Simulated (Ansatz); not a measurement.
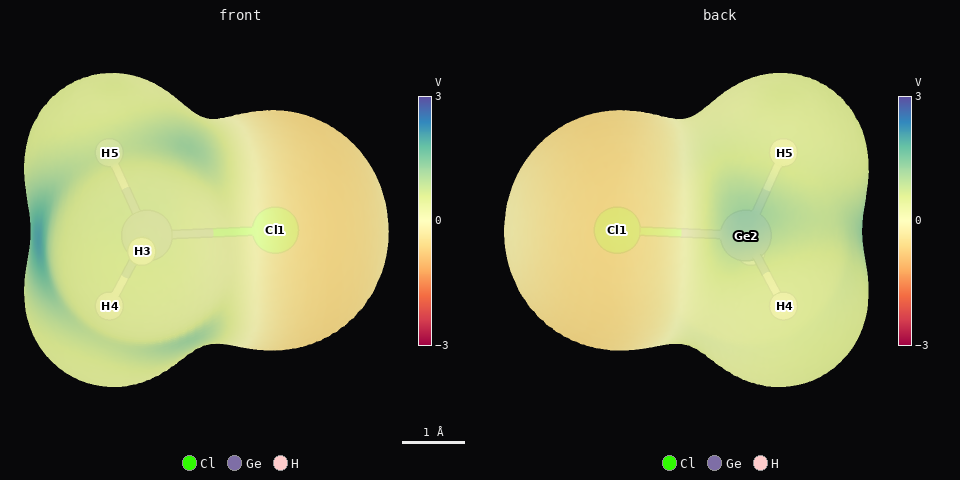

Figure 1: ClGeH₃. The molecular electrostatic potential painted on the density surface at 0.002 e/bohr³, seen from the front and from behind; red is negative and blue positive.

Geometry: PBE0-D4/def2-TZVP.

Level of theory: RKS PBE0-D4/def2-TZVPP (Ansatz).

```yaml
atoms:
  - { symbol: Cl, position_ang: [-1.8758, -0.0251, 0.6413] }
  - { symbol: Ge, position_ang: [0.1618, -0.0139, -0.0606] }
  - { symbol: H, position_ang: [0.1604, 0.6562, -1.4381] }
  - { symbol: H, position_ang: [0.6190, -1.4737, -0.1406] }
  - { symbol: H, position_ang: [0.9845, 0.7829, 0.9567] }
```

Q: Where is the surface potential most negative and most positive?

A: The most negative region (about −0.6 V) lies over Cl1, the most positive (about +1.9 V) over Ge2.
